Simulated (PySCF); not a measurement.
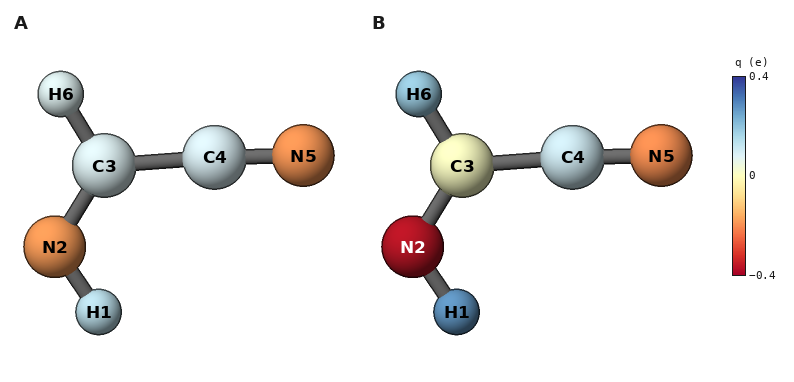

Atomic charges of one calculation by 2 schemes, on one colour scale. The geometry was computed by an optimisation with GFN2-xTB. No frequency run is at hand to confirm it as a minimum. Method: PBE0/pcSseg-1 (PySCF 2.14.0).

> The schemes are Hirshfeld, IAO. Which panel shows which?

A Hirshfeld, B IAO.

List the charges (e), one line for each set of equivalent atoms.

```csv
atom,Hirshfeld,IAO
H1,0.13,0.27
N2,−0.18,−0.36
C3,0.08,0.01
C4,0.08,0.10
N5,−0.18,−0.19
H6,0.07,0.18
```
